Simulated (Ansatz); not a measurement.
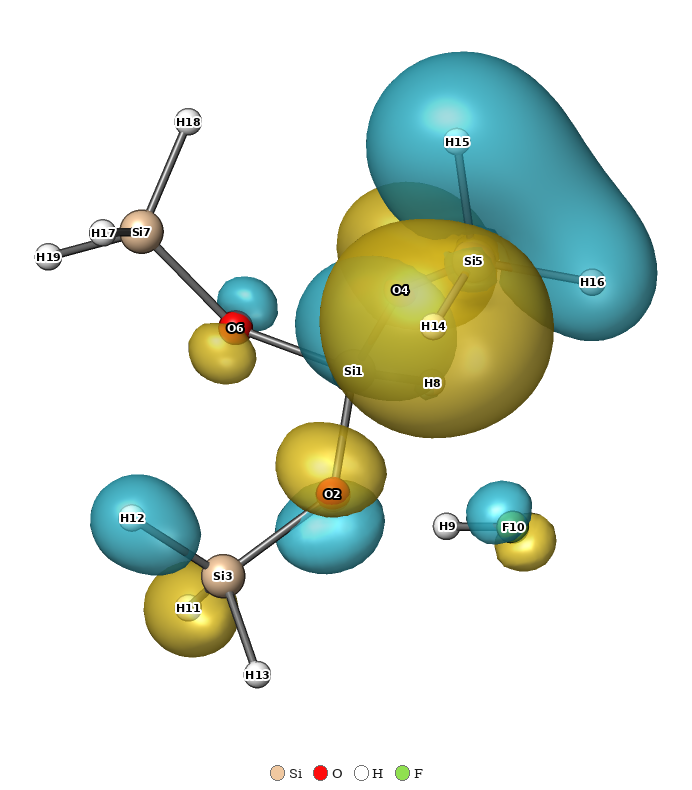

Figure 1: H10O3Si4···HF. The HOMO−1 at ±0.06 Å⁻³ᐟ² (yellow and cyan are the two phases), seen at an oblique angle.

The reactant side of a reaction path; geometry: PBE0-D4/def2-TZVP; a saddle point, not a minimum.

These are results of RKS PBE0-D4/def2-TZVPP in Ansatz, not measurements.

Input

```
crystal:
  periodic: [false, false, false]
  atoms:
    - {symbol: Si, position_ang: [-0.510084, -0.838666, 0.247588]}
    - {symbol: O, position_ang: [-1.365779, 0.539457, -0.057253]}
    - {symbol: Si, position_ang: [-1.789034, 1.318398, -1.463681]}
    - {symbol: O, position_ang: [0.704513, -0.497501, 1.241832]}
    - {symbol: Si, position_ang: [1.408636, 0.315991, 2.487756]}
    - {symbol: O, position_ang: [0.054026, -1.377501, -1.170337]}
    - {symbol: Si, position_ang: [1.439175, -1.651672, -2.014472]}
    - {symbol: H, position_ang: [-1.418474, -1.829015, 0.839334]}
    - {symbol: H, position_ang: [-1.614734, 1.324508, 1.428368]}
    - {symbol: F, position_ang: [-1.602844, 1.628476, 2.317308]}
    - {symbol: H, position_ang: [-2.655986, 0.436874, -2.281381]}
    - {symbol: H, position_ang: [-0.568637, 1.673265, -2.227836]}
    - {symbol: H, position_ang: [-2.520346, 2.540350, -1.060624]}
    - {symbol: H, position_ang: [1.432699, 1.767060, 2.190506]}
    - {symbol: H, position_ang: [2.799063, -0.192431, 2.593638]}
    - {symbol: H, position_ang: [0.680814, 0.045969, 3.748641]}
    - {symbol: H, position_ang: [2.235640, -0.401693, -2.101356]}
    - {symbol: H, position_ang: [2.240622, -2.705492, -1.344646]}
    - {symbol: H, position_ang: [1.050832, -2.096278, -3.373387]}
basis:
  gaussian: {orbitals: def2-TZVPP}
hamiltonian: {xc: pbe0, dispersion: d4}
output: {orbitals: {seedname: orbitals}}
```

Launched as:

```sh
ansatz run in.yaml --threads 4 --pin off --events-out ev --progress --plain --max-ram 66560MiB --backend cuda --devices 0, --max-vram 37GiB
```

Question: Describe this orbital and give its energy.

Answer: Its weight (Hirshfeld) is mainly on Si5 (about 25 %), H14 (about 25 %), O4 (about 20 %) and H15 (about 10 %). Its energy is −9.13 eV.
